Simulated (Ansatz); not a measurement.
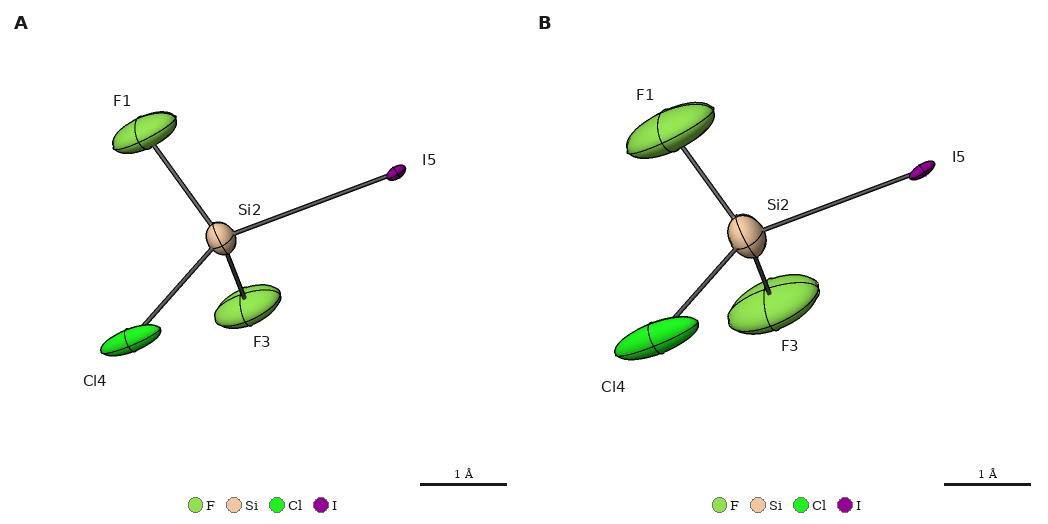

Displacement ellipsoids at the 50 % level, scaled by 3, from the internal vibrations of the free molecule (harmonic, no overall translation or rotation; no half-axis is drawn under 0.075 Å). Vibrations computed with RKS PBE0-D4/def2-TZVP, core potentials on I (Ansatz 0.2.0). One panel is for 298 K, the other for 600 K.

**Which panel is for 600 K?**

B.

**How much does the mean-square displacement of Cl4 grow, and why?**

U_eq goes from 0.0031 to 0.0059 Å², a factor of 1.9. Modes below kT (417 cm⁻¹ at 600 K) grow about in proportion to T, and the lowest lies at 129 cm⁻¹; the mean-square amplitude of a mode is its zero-point value times coth(ħω/2kT), which comes close to 1 only above about 3kT.
